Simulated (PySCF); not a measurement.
# C$_{3}$H$_{8}$SSi, SMILES `C1C[SiH2]SC1`: electronic structure

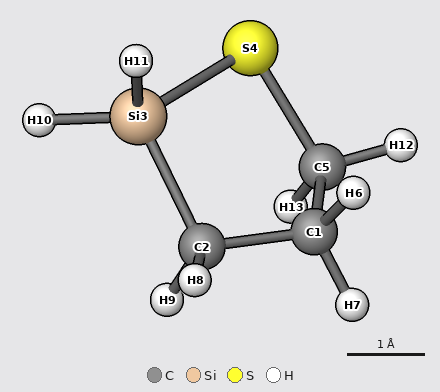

The molecule, with its atoms numbered as below. No frequency check shows the geometry to be a minimum.

Geometry (Å), atoms numbered from 1:

```
C1       1.2816   -0.9982    0.3273
C2      -0.0309   -1.5941   -0.1740
Si3     -1.3583   -0.2403    0.0045
S4      -0.0065    1.4205    0.0652
C5       1.4715    0.3864   -0.2653
H6       1.2560   -0.9182    1.4166
H7       2.1329   -1.6276    0.0542
H8      -0.2775   -2.4978    0.3802
H9       0.0755   -1.8812   -1.2218
H10     -2.2372   -0.1493   -1.1551
H11     -2.0837   -0.3040    1.2669
H12      2.3197    0.9086    0.1730
H13      1.6010    0.3408   -1.3471
```

### 1. Bonding charge

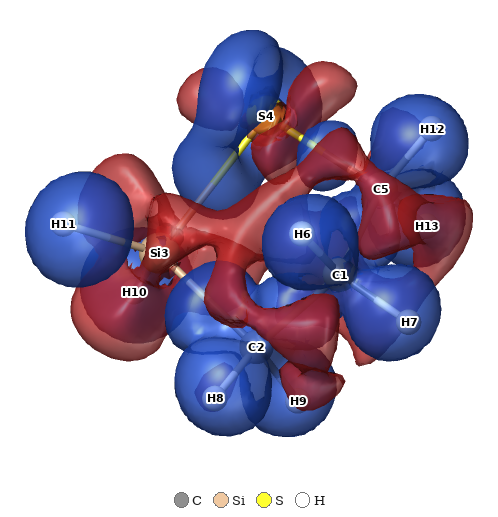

Deformation density (molecule less spherical, spin-averaged free atoms at the same positions), surfaces at ±0.05 e/Å³; blue: gain, red: loss.

Method: PBE/6-311G**; geometry: GFN2-xTB; program: PySCF.

How much density has each bond gained at its critical point, relative to the free atoms?

Answer. The five largest and four smallest: C5–H13: +0.69 e/Å³ at the bond critical point (bond length 1.09 Å, Mayer order 0.9). C5–H12: +0.69 e/Å³ at the bond critical point (bond length 1.09 Å, Mayer order 0.9). C1–H6: +0.67 e/Å³ at the bond critical point (bond length 1.09 Å, Mayer order 1.0). C1–H7: +0.65 e/Å³ at the bond critical point (bond length 1.09 Å, Mayer order 0.9). C2–H8: +0.63 e/Å³ at the bond critical point (bond length 1.09 Å, Mayer order 1.0). Si3–H11: +0.21 e/Å³ at the bond critical point (bond length 1.46 Å, Mayer order 0.9). Si3–H10: +0.21 e/Å³ at the bond critical point (bond length 1.46 Å, Mayer order 0.9). C2–Si3: +0.17 e/Å³ at the bond critical point (bond length 1.90 Å, Mayer order 0.9). Si3–S4: +0.10 e/Å³ at the bond critical point (bond length 2.14 Å, Mayer order 1.0). In all, 2.8 electrons gather in the regions of gain relative to the promolecule. A small or negative value marks a very polar bond, one between electron-rich atoms, whose free-atom densities already overlap strongly, a long bond to a heavier atom, or a closed-shell contact such as a hydrogen bond.

Where do the Hirshfeld charges lie?

Answer. The highest Hirshfeld charge is on Si3 (+0.29 e), the lowest on C2 (−0.14 e).

### 2. Bond critical points

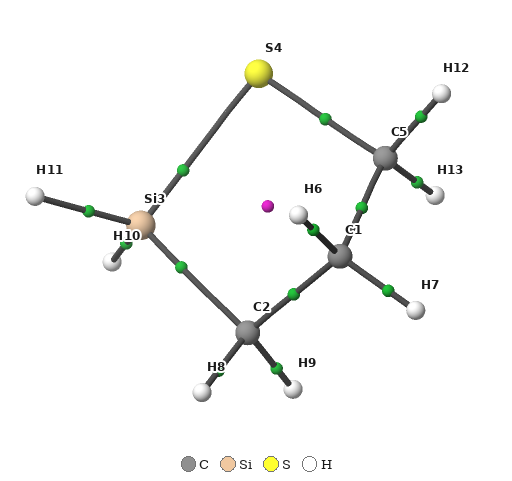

Molecular graph of the electron density (QTAIM): bond paths, bond critical points (green), ring points (magenta, if any); weak paths are dashed.

How many critical points of each kind are there, and does the count close?

Answer. 13 nuclei, 13 bond, 1 ring and 0 cage critical points: 13 − 13 + 1 − 0 = 1, as the Poincaré–Hopf relation requires.

Tabulate density, Laplacian, ellipticity and energy density at the bond critical points (atomic units).

Answer.
```tsv
bond	length (Å)	ρ (a.u.)	∇²ρ (a.u.)	ε	H (a.u.)
C5–H12	1.088	0.278	−0.92	0.01	−0.272
C5–H13	1.090	0.277	−0.92	0.01	−0.272
C1–H6	1.093	0.275	−0.90	0.00	−0.269
C1–H7	1.093	0.272	−0.89	0.00	−0.266
C2–H8	1.088	0.271	−0.87	0.02	−0.265
C2–H9	1.092	0.269	−0.86	0.02	−0.262
C1–C5	1.518	0.244	−0.53	0.01	−0.195
C1–C2	1.526	0.236	−0.49	0.03	−0.184
S4–C5	1.834	0.168	−0.22	0.06	−0.103
Si3–H11	1.457	0.124	+0.24	0.02	−0.077
Si3–H10	1.458	0.124	+0.24	0.02	−0.077
C2–Si3	1.904	0.116	+0.16	0.05	−0.073
Si3–S4	2.142	0.099	+0.06	0.06	−0.064
```

What kind of interaction is C1–H6?

Answer. Shared-shell (covalent): ρ = 0.275, ∇²ρ = −0.90, H = −0.269 a.u.

### 3. Local ionisation energy

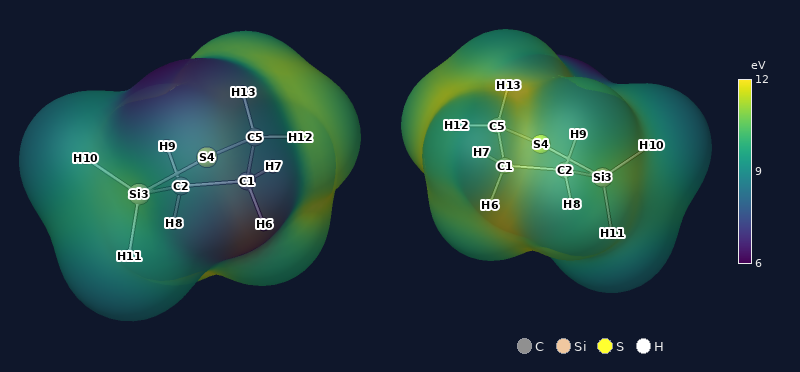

Average local ionisation energy on the surface of electron density 0.001 a.u. (back view left, front view right).

Where are the most loosely bound electrons on this surface?

Answer. The lowest value is 6.3 eV, 2.3 Å from S4. Further minima include 6.4 eV, 2.3 Å from S4; 8.5 eV, 1.5 Å from H10; 9.5 eV, 1.4 Å from H13. For comparison, the highest occupied orbital lies at −5.4 eV.

What volume does the surface enclose, and what is the dipole moment?

Answer. About 143 Å³; the dipole moment is 2.4 D.

### 4. Removing or adding an electron

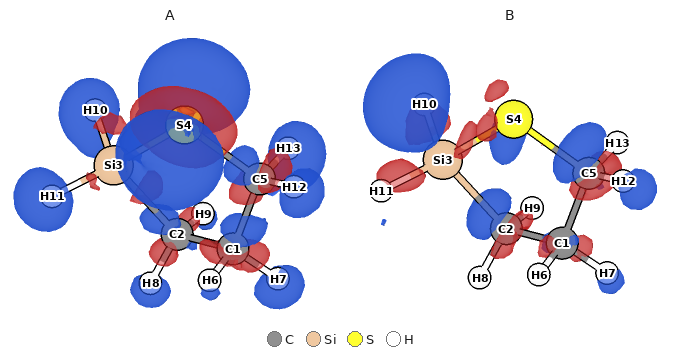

The two Fukui functions at ±0.02 e/Å³ (blue positive, red negative).

Computed with PySCF, PBE/6-311G**, geometry: GFN2-xTB.

Which panel is f⁻ (electron removed) and which f⁺ (electron added)?

Answer. A is f⁻, B is f⁺. f⁻ (Hirshfeld-condensed) is largest on S4 (0.45); the vertical ionisation energy is 8.59 eV (the stability of the cation's solution wasn't checked). f⁺ (Hirshfeld-condensed) is largest on Si3 (0.26) and S4 (0.17); the vertical electron affinity is −1.60 eV (the stability of the anion's solution wasn't checked; negative, but this basis has no diffuse functions, so it doesn't show that the anion is unbound).

What chemical potential and hardness follow from the two energies?

Answer. μ = −(I + A)/2 = −3.49 eV and η = I − A = 10.19 eV.

### 5. Localised orbitals

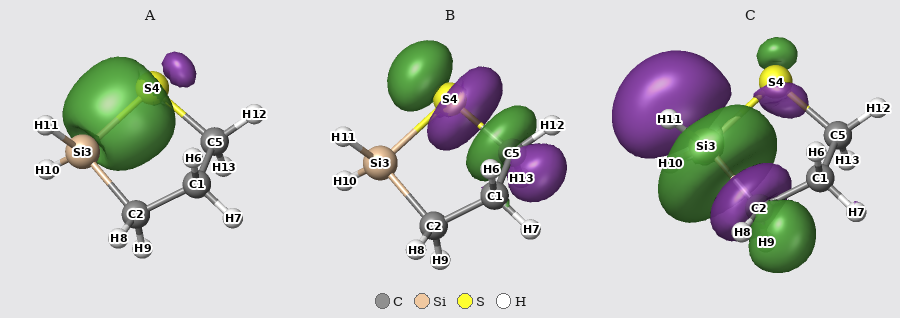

Intrinsic bond orbitals (IBO), occupied and valence-virtual; each surface holds about 85 % of the orbital's density. Energies are diagonal elements of the Fock matrix.

PySCF calculation, ωB97X/aug-cc-pVDZ, gas phase; geometry: GFN2-xTB.

Identify each orbital.

Answer. By panel:
- A: σ bond S4–Si3 (S4 65 %, Si3 34 %; −16.1 eV)
- B: σ* orbital C5–S4 (C5 51 %, S4 48 %; 6.5 eV)
- C: σ* orbital Si3–C2 (Si3 62 %, C2 36 %; 7.5 eV)

How do all the valence pairs divide up?

Answer. 15 pairs: 13 σ bonds and 2 lone pairs.

The PySCF runs shown took 31 s, 2.5 min and 41 s on 1 thread of Arm Neoverse V1, with other jobs on the host.
